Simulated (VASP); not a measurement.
# Nickel with r2SCAN: from relaxation to properties, part 2 of 6

Aim: relax Nickel, then compute properties on the relaxed cell. Left out of this account: 1 further run (core levels: core levels are not valid at this level). The start is a cell from a database of measured crystal structures.

VASP 6.6.1, plane waves and PAW; the level of theory is named at each step.

So far, largest spin moment in the PAW sphere (μB): step 2 (magnetic order: ferromagnetic) 0.778; step 3 (magnetic order: antiferromagnetic, q = (0, 0, 1/2)) 0.568.

## (4) Magnetic order: antiferromagnetic, q = (1/2, 1/2, 0)

Level of this step: r2SCAN, spin-polarised from an antiferromagnetic start; plane waves and PAW (Ni) (VASP).

Next, a pattern with opposite moments, which needs a doubled cell; q is given in the reciprocal vectors of the primitive cell.

INCAR

```
SYSTEM = Ni
PREC = Accurate
ENCUT = 400
EDIFF = 1E-06
NELM = 100
ISMEAR = 1
SIGMA = 0.2
LREAL = .FALSE.
ALGO = Normal
METAGGA = R2SCAN
LASPH = .TRUE.
NBANDS = 17
ISPIN = 2
MAGMOM = 1 -1
LMAXMIX = 4
LORBIT = 11
LWAVE = .FALSE.
LCHARG = .FALSE.
KPAR = 4
ISIF = 2
```

POSCAR

```
Ni
1.0
    0.0000000000      3.5238700000      3.5238700000
    1.7619350000      1.7619350000      3.5238700000
    1.7619350000      1.7619350000      0.0000000000
Ni
2
Direct
    0.0000000000      0.0000000000      0.0000000000
    0.5000000000      0.0000000000      0.0000000000
```

KPOINTS

```
Automatic mesh
0
Gamma
11 11 11
0 0 0
```

Potentials, in the order of the species: Ni (PBE family, release 64).

Started as:

```sh
$ mpirun -np 4 vasp_std
```

The program printed:

```text
[... set-up lines as in an earlier step ...]
 entering main loop
       N       E                     dE             d eps       ncg     rms          rms(c)
DAV:   1     0.642900439117E+02    0.64290E+02   -0.81455E+03  9144   0.142E+03
DAV:   2    -0.255344753949E+02   -0.89825E+02   -0.84702E+02  8653   0.238E+02
DAV:   3    -0.283023353805E+02   -0.27679E+01   -0.27191E+01  9704   0.560E+01
DAV:   4    -0.283412993880E+02   -0.38964E-01   -0.38948E-01 11521   0.538E+00
DAV:   5    -0.283420090391E+02   -0.70965E-03   -0.70960E-03  9979   0.614E-01    0.147E+01
DAV:   6    -0.248204863897E+02    0.35215E+01   -0.16643E+01  8985   0.888E+01    0.111E+01
DAV:   7    -0.236346596334E+02    0.11858E+01   -0.34625E+00  9553   0.362E+01    0.279E+00
DAV:   8    -0.236444911946E+02   -0.98316E-02   -0.55508E-02 11832   0.463E+00    0.114E+00
DAV:   9    -0.236427593233E+02    0.17319E-02   -0.78461E-03 10220   0.104E+00    0.449E-01
DAV:  10    -0.236416636576E+02    0.10957E-02   -0.14790E-03 11230   0.698E-01    0.128E-01
DAV:  11    -0.236417869854E+02   -0.12333E-03   -0.43337E-04 11604   0.466E-01    0.547E-02
DAV:  12    -0.236418201802E+02   -0.33195E-04   -0.73503E-05 12716   0.184E-01    0.290E-02
DAV:  13    -0.236418144837E+02    0.56965E-05   -0.14691E-05 10983   0.585E-02    0.104E-02
DAV:  14    -0.236418151441E+02   -0.66039E-06   -0.18759E-06  8242   0.281E-02
   1 F= -.23641815E+02 E0= -.23638590E+02  d E =-.967597E-02  mag=    -0.0000
```

Wall time 42 s (4 MPI ranks of Intel Xeon 6975P-C (Granite Rapids), shared host); peak memory 0.71 GiB; 2.7 min of CPU time.

From OUTCAR (step 4):

```text
  LATTYP: Found a simple tetragonal cell.
 ALAT       =     2.4917523730
 C/A-ratio  =     1.4142135624

 Subroutine GETGRP returns: Found 16 space group operations
 (whereof 16 operations were pure point group operations)

The static configuration has the point symmetry D_4h.

 Found    126 irreducible k-points:

   k-points           NKPTS =    126   k-points in BZ     NKDIM =    126   number of bands    NBANDS=     17

   dimension x,y,z NGX =    36 NGY =   28 NGZ =   16
   dimension x,y,z NGXF=    72 NGYF=   56 NGZF=   32

   ENCUT  =  400.0 eV  29.40 Ry    5.42 a.u.   8.13  7.04  4.06*2*pi/ulx,y,z

   NELECT =      20.0000    total number of electrons

 E-fermi :   8.9089

 spin component 1
 k-point     1 :       0.0000    0.0000    0.0000
  band No.  band energies     occupation
    ...
      5       7.0218      1.00000
      6       7.1140      1.00000
      7       8.0310      1.00000
      8       8.0854      1.00000
      9       8.7599      0.97467
     10       9.0820     -0.00496
     11       9.0821     -0.00501
     12      11.6304     -0.00000
     13      18.7422      0.00000
     14      24.6272      0.00000
    ...

 k-point     2 :       0.0909    0.0000    0.0000
  band No.  band energies     occupation
    ...
      6       7.1723      1.00000
      7       7.9837      1.00000
      8       8.0920      1.00000
      9       8.6073      1.02729
     10       8.6668      1.03543
     11       9.0471      0.04348
     12      12.3297     -0.00000
     13      18.7897      0.00000
     14      22.6263      0.00000
     15      24.9637      0.00000
    ...

 k-point     3 :       0.1818    0.0000    0.0000
  band No.  band energies     occupation
    ...
      6       7.2865      1.00000
      7       7.8178      1.00000
      8       7.8604      1.00000
      9       8.1583      1.00000
     10       8.4245      1.00163
     11       8.9437      0.35548
     12      13.7938      0.00000
     13      18.6401      0.00000
     14      19.7235      0.00000
     15      25.9346      0.00000
    ...

 k-point     4 :       0.2727    0.0000    0.0000
  band No.  band energies     occupation
    ...
      7       7.4045      1.00000
      8       7.7087      1.00000
      9       8.1187      1.00000
     10       8.4172      1.00139
     11       8.7765      0.94596
     12      15.5944      0.00000
     13      16.0020      0.00000
     14      19.6681      0.00000
     15      27.4490      0.00000
     16      27.8032      0.00000
    ...

  Total       -1.3557855     -1.3557855     -1.3966614      0.0000000      0.0000000     -0.0000000
  in kB      -99.2823190    -99.2823190   -102.2756057      0.0000000      0.0000000     -0.0000000
  external PRESSURE =    -100.2800812 kB  Pullay stress =       0.0000000 kB

  energy-cutoff  :      400.00
  volume of cell :       21.88
      direct lattice vectors                 reciprocal lattice vectors
     0.000000000  3.523870000  3.523870000    -0.283778914  0.283778914  0.000000000
     1.761935000  1.761935000  3.523870000     0.283778914 -0.283778914  0.283778914
     1.761935000  1.761935000  0.000000000     0.283778914  0.283778914 -0.283778914

 POSITION                                       TOTAL-FORCE (eV/Angst)
 -----------------------------------------------------------------------------------
      0.00000      0.00000      0.00000        -0.000000     -0.000000      0.000000
      0.00000      1.76194      1.76194         0.000000      0.000000     -0.000000
 -----------------------------------------------------------------------------------
    total drift:                               -0.000000     -0.000000      0.000000

  FREE ENERGIE OF THE ION-ELECTRON SYSTEM (eV)
  ---------------------------------------------------
  free  energy   TOTEN  =       -23.6418151441 eV

  energy  without entropy=      -23.6321391761  energy(sigma->0) =      -23.63858982

 total charge
# of ion       s       p       d       tot
------------------------------------------
    1        0.505   0.502   8.331   9.338
    2        0.505   0.502   8.331   9.338
--------------------------------------------------
tot          1.011   1.004  16.662  18.677

 magnetization (x)
# of ion       s       p       d       tot
------------------------------------------
    1       -0.001   0.003   0.287   0.290
    2        0.001  -0.003  -0.287  -0.290
--------------------------------------------------
tot          0.000   0.000   0.000   0.000

[... 6 further parts left out ...]
```

At this level the cell is under a tension of 10.0 GPa, so at these settings it is away from equilibrium.

This step gave:

```yaml
scf_cycles: 14
irreducible_k_points: 126
symmetry_operations: 16
free_energy_toten: -23.64 eV
energy_at_zero_smearing: -23.64 eV
fermi_energy: 8.909 eV
pressure: -10.03 GPa
```

Spin moment in the PAW sphere by atom:

```tsv
atom	spin moment in the PAW sphere (μB)
Ni1	0.290
Ni2	-0.290
```

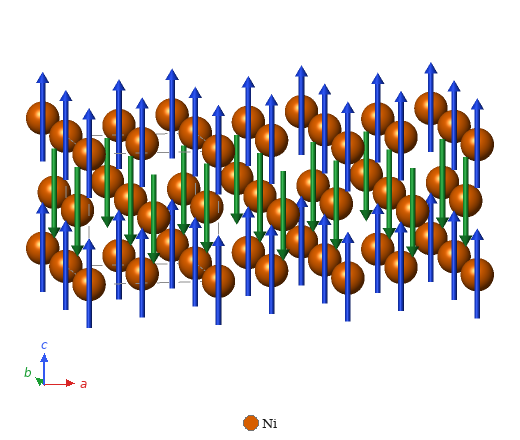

Spin moment in the PAW sphere as arrows, the longest 0.29 μB. Up and down stand for the sign. Arrows give size and sign along the axis of quantisation, drawn up and down the page. The two directions have two colours. 3×2×1 conventional cells are drawn. Some periodic images of atoms are drawn too.

The energy lies +102.3 meV an atom from the first pattern. The run ends antiferromagnetic with a largest moment of 0.29 μB, and the mesh shows no gap.

## (5) The orders side by side

This step: collinear orders at r2SCAN; plane waves and PAW (VASP 6.6.1).

Derived from the runs above.

Patterns, by row:

```tsv
start	atoms	energy less that of the first (meV/atom)	largest site moment (μB)	end state
ferromagnetic	1	0	0.78	ferromagnetic
antiferromagnetic, q = (0, 0, 1/2)	2	78.5	0.57	antiferromagnetic
antiferromagnetic, q = (1/2, 1/2, 0)	2	102.3	0.29	antiferromagnetic
```

The session goes on in the lowest magnetic state found: ferromagnetic. The next one lies 78.5 meV an atom higher.

## (6) First try

This step: r2SCAN, spin-polarised from a ferromagnetic start (one magnetic atom a cell); plane waves and PAW (Ni) (VASP 6.6.1).

System of this step: Nickel. The structure is cubic, space group Fm-3m (No. 225). The conventional cell has a = 3.524 Å, b = 3.524 Å, c = 3.524 Å, α = 90.00°, β = 90.00°, γ = 90.00°. Nearest to Ni lie 12 Ni at 2.49 Å.

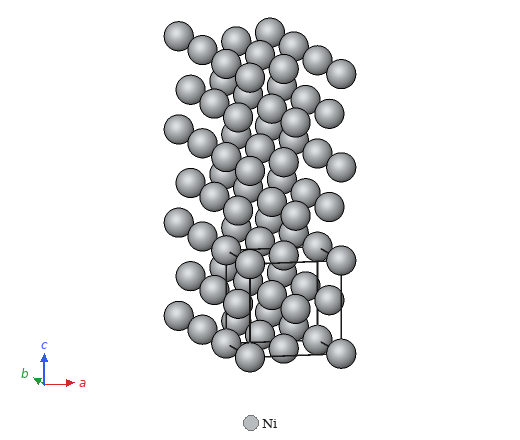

The cell of this step (nickel light grey). 1×3×3 conventional cells are drawn. Some periodic images of atoms are drawn too.

This run is made with a changed input; what comes of it follows.

INCAR

```
SYSTEM = Ni
PREC = Normal
ENCUT = 250
EDIFF = 1E-06
NELM = 93
ISMEAR = 1
SIGMA = 0.2
LREAL = .FALSE.
ALGO = Normal
METAGGA = R2SCAN
LASPH = .TRUE.
NBANDS = 12
ISPIN = 2
MAGMOM = 0.78
LMAXMIX = 4
LORBIT = 11
LWAVE = .FALSE.
LCHARG = .FALSE.
KPAR = 4
IBRION = 2
NSW = 30
ISIF = 3
EDIFFG = -0.01
```

POSCAR

```
Ni
1.0
    0.0000000000      1.7619350000      1.7619350000
    1.7619350000      0.0000000000      1.7619350000
    1.7619350000      1.7619350000      0.0000000000
Ni
1
Direct
    0.0000000000      0.0000000000      0.0000000000
```

KPOINTS is that of step 4.

Started as:

```sh
$ mpirun -np 4 vasp_std
```

The program printed:

```text
[banner, memory and clock lines left out]
running    4 mpi-ranks, on    1 nodes
 distrk:  each k-point on    1 cores,    4 groups
 distr:  one band on    1 cores,    1 groups

 POSCAR found type information on POSCAR Ni
 POSCAR found :  1 types and       1 ions
 [... a notice as in an earlier step ...]

 LDA part: xc-table for (None), standard interpolation
 POSCAR, INCAR and KPOINTS ok, starting setup
 FFT: planning ... GRIDC
 FFT: planning ... GRID_SOFT
 FFT: planning ... GRID
 WAVECAR not read
 entering main loop
       N       E                     dE             d eps       ncg     rms          rms(c)
DAV:   1     0.948862530041E+01    0.94886E+01   -0.29742E+03  2912   0.585E+02
DAV:   2    -0.138684272184E+02   -0.23357E+02   -0.22003E+02  2936   0.118E+02
DAV:   3    -0.143002926865E+02   -0.43187E+00   -0.42777E+00  3056   0.180E+01
DAV:   4    -0.143021424516E+02   -0.18498E-02   -0.18495E-02  3076   0.106E+00
DAV:   5    -0.143021642859E+02   -0.21834E-04   -0.21834E-04  3144   0.109E-01    0.104E+01
DAV:   6    -0.124188871239E+02    0.18833E+01   -0.20800E+01  3380   0.527E+01    0.703E+00
DAV:   7    -0.118865019492E+02    0.53239E+00   -0.40289E+00  3340   0.187E+01    0.195E+00
DAV:   8    -0.118899257217E+02   -0.34238E-02   -0.29042E-02  2832   0.153E+00    0.105E+00
DAV:   9    -0.118891207075E+02    0.80501E-03   -0.32343E-03  3384   0.467E-01    0.428E-01
DAV:  10    -0.118892508301E+02   -0.13012E-03   -0.66435E-03  3180   0.781E-01    0.726E-02
DAV:  11    -0.118893828395E+02   -0.13201E-03   -0.55219E-04  3028   0.251E-01    0.545E-02
DAV:  12    -0.118894064724E+02   -0.23633E-04   -0.23517E-05  2908   0.444E-02    0.430E-02
DAV:  13    -0.118894665649E+02   -0.60092E-04   -0.25975E-04  3132   0.141E-01    0.196E-02
DAV:  14    -0.118894839311E+02   -0.17366E-04   -0.34027E-05  3372   0.550E-02    0.824E-03
DAV:  15    -0.118894811950E+02    0.27361E-05   -0.44884E-06  2816   0.182E-02    0.274E-03
DAV:  16    -0.118894821858E+02   -0.99085E-06   -0.25155E-07  1516   0.478E-03
   1 F= -.11889482E+02 E0= -.11888096E+02  d E =-.118895E+02  mag=     0.7277
 curvature:   0.00 expect dE= 0.000E+00 dE for cont linesearch  0.000E+00
 trial: gam= 0.00000 g(F)=  0.253E-59 g(S)=  0.286E+00 ort = 0.000E+00 (trialstep = 0.100E+01)
 search vector abs. value=  0.286E+00
 bond charge predicted
       N       E                     dE             d eps       ncg     rms          rms(c)
DAV:   1    -0.184280532263E+02   -0.65386E+01   -0.90024E+01  3300   0.117E+02    0.241E+01
DAV:   2    -0.124438718132E+02    0.59842E+01   -0.46792E+01  3500   0.962E+01    0.754E+00
DAV:   3    -0.118798513959E+02    0.56402E+00   -0.41342E+00  3376   0.244E+01    0.455E+00
DAV:   4    -0.117783571241E+02    0.10149E+00   -0.14026E-01  3384   0.269E+00    0.205E+00
DAV:   5    -0.117348972869E+02    0.43460E-01   -0.60016E-02  3500   0.173E+00    0.706E-01
DAV:   6    -0.117361415034E+02   -0.12442E-02   -0.45577E-03  3180   0.916E-01    0.285E-01
DAV:   7    -0.117363013689E+02   -0.15987E-03   -0.15690E-04  3164   0.112E-01    0.120E-01
DAV:   8    -0.117362711543E+02    0.30215E-04   -0.51870E-05  3400   0.768E-02    0.243E-02
DAV:   9    -0.117362684379E+02    0.27164E-05   -0.41564E-06  3308   0.188E-02    0.871E-03
DAV:  10    -0.117362689351E+02   -0.49721E-06   -0.46453E-07  1888   0.788E-03
   2 F= -.11736269E+02 E0= -.11736299E+02  d E =0.153213E+00  mag=     0.5868
[...]
3 F= -.11940052E+02 E0= -.11939493E+02  d E =-.505695E-01  mag=     0.6119
[...]
4 F= -.11940145E+02 E0= -.11939623E+02  d E =-.506626E-01  mag=     0.6103
[...]
5 F= -.11940121E+02 E0= -.11939616E+02  d E =-.506386E-01  mag=     0.6096
[...]
6 F= -.11940128E+02 E0= -.11939593E+02  d E =-.679590E-05  mag=     0.6108
[...]
7 F= -.11940144E+02 E0= -.11939620E+02  d E =-.228124E-04  mag=     0.6103
 curvature:  -0.16 expect dE=-0.281E-05 dE for cont linesearch -0.281E-05
 ZBRENT: interpolating
 opt :   0.3484  next Energy=   -11.940147 (dE=-0.259E-04)
 bond charge predicted
       N       E                     dE             d eps       ncg     rms          rms(c)
DAV:   1    -0.119401948702E+02   -0.51090E-04   -0.74377E-04  3336   0.350E-01    0.619E-02
DAV:   2    -0.119401497387E+02    0.45132E-04   -0.64647E-04  3548   0.274E-01    0.293E-02
DAV:   3    -0.119401385478E+02    0.11191E-04   -0.85053E-05  3444   0.101E-01    0.107E-02
DAV:   4    -0.119401405796E+02   -0.20318E-05   -0.21676E-06  1744   0.926E-03    0.562E-03
DAV:   5    -0.119401415096E+02   -0.93000E-06   -0.32262E-07  1412   0.527E-03
   8 F= -.11940142E+02 E0= -.11939624E+02  d E =-.207048E-04  mag=     0.6101
 curvature:  -0.17 expect dE=-0.230E-06 dE for cont linesearch -0.230E-06
 trial: gam=-0.12210 g(F)=  0.247E-61 g(S)=  0.132E-05 ort = 0.929E-05 (trialstep = 0.767E+00)
 search vector abs. value=  0.269E-07
 reached required accuracy - stopping structural energy minimisation
```

The job ended after 21 s (4 MPI ranks; peak memory 0.37 GiB; 80 s of CPU time).

Parts of OUTCAR (step 6):

```text
   ENCUT  =  250.0 eV  18.37 Ry    4.29 a.u.   3.21  3.21  3.21*2*pi/ulx,y,z

   NELECT =      10.0000    total number of electrons

 E-fermi :  10.2615

 spin component 1
 k-point     1 :       0.0000    0.0000    0.0000
  band No.  band energies     occupation
    ...
      2       7.2766      1.00000
      3       7.2766      1.00000
      4       7.2767      1.00000
      5       8.6537      1.00000
      6       8.6537      1.00000
      7      35.4510      0.00000
      8      40.1381      0.00000
      9      40.1388      0.00000
     10      40.1389      0.00000
     11      43.2152      0.00000
    ...

 k-point     2 :       0.0909    0.0000    0.0000
  band No.  band energies     occupation
    ...
      2       7.1894      1.00000
      3       7.3552      1.00000
      4       7.3554      1.00000
      5       8.6260      1.00000
      6       8.6261      1.00000
      7      34.1642      0.00000
      8      37.2893      0.00000
      9      39.4464      0.00000
     10      39.4471      0.00000
     11      44.3124      0.00000
    ...

  Total        0.0030235      0.0030235      0.0030235     -0.0000000     -0.0000000     -0.0000000
  in kB        0.4760337      0.4760337      0.4760337     -0.0000000     -0.0000000     -0.0000000
  external PRESSURE =       0.4760337 kB  Pullay stress =       0.0000000 kB

 POSITION                                       TOTAL-FORCE (eV/Angst)
 -----------------------------------------------------------------------------------
      0.00000      0.00000      0.00000        -0.000000      0.000000      0.000000
 -----------------------------------------------------------------------------------
    total drift:                               -0.000000     -0.000000     -0.000000

  FREE ENERGIE OF THE ION-ELECTRON SYSTEM (eV)
  ---------------------------------------------------
  free  energy   TOTEN  =       -11.9401415096 eV

  energy  without entropy=      -11.9385901007  energy(sigma->0) =      -11.93962437

 reached required accuracy - stopping structural energy minimisation

 magnetization (x)
# of ion       s       p       d       tot
------------------------------------------
    1       -0.013  -0.045   0.684   0.627

[... 5 parts as in an earlier step ...]

[... 16 further parts left out ...]
```

The run converged, but on settings that are not sound, so its numbers are not to be trusted.

The fault in the input: cell relaxed at a low cutoff (ENCUT = 250 and PREC = "Normal"). Relax cells at about 1.3 times the default cutoff with PREC = Accurate.

(Part 2 of 6 ends here.)

[Lines on the potential files, build, host, timing and source positions are cut from VASP's logs without a mark.]

[Logs are printed without paths, hosts, clocks, repeated set-up lines and the standing remarks that a program may print on its own settings, such as how far it seeks lower states.]

[Hosts, paths, dates, database ids (printed as entryN), source tags and the programs' standing remarks are cut or masked in the printed files.]

[Measured values are set beside computed ones only where the two were judged alike; some that the calculation misses by far are left out.]
